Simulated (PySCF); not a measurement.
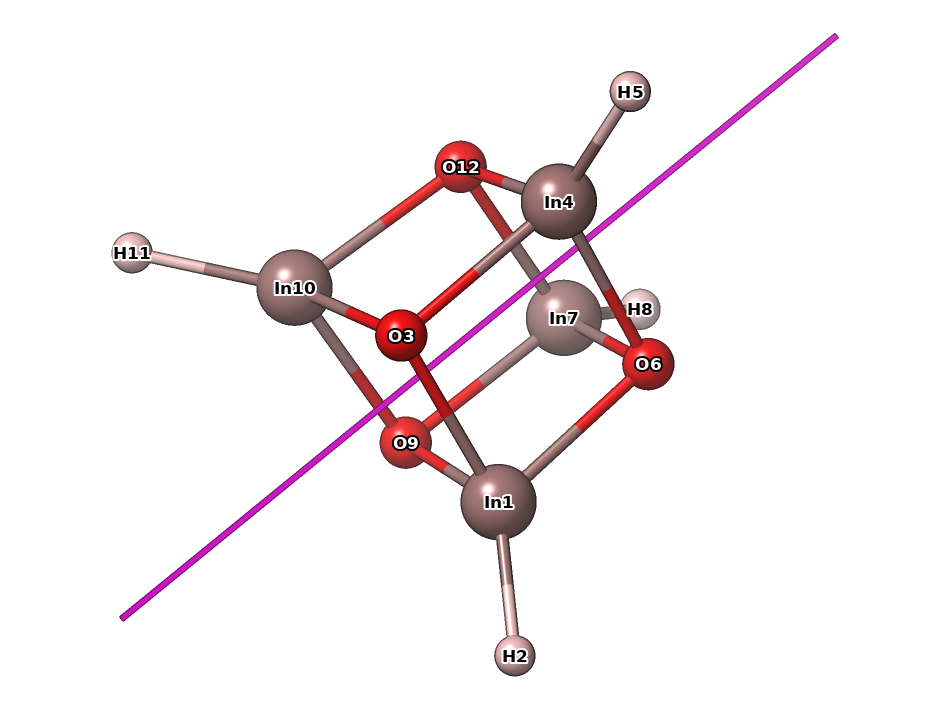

A line through the centre of mass is drawn in. Distant atoms are faded towards the background colour. Computed geometry: PBE0-D3(BJ)/def2-SVP optimisation. No frequency run is at hand to confirm it as a minimum.

Is the line a proper rotation axis of the structure, and of what order?

Yes, a C2 axis. A turn by 180° leaves no atom in place and moves In1 ↔ In10; H2 ↔ H11; O3 ↔ O9; In4 ↔ In7; H5 ↔ H8; O6 ↔ O12. The point group is Td.
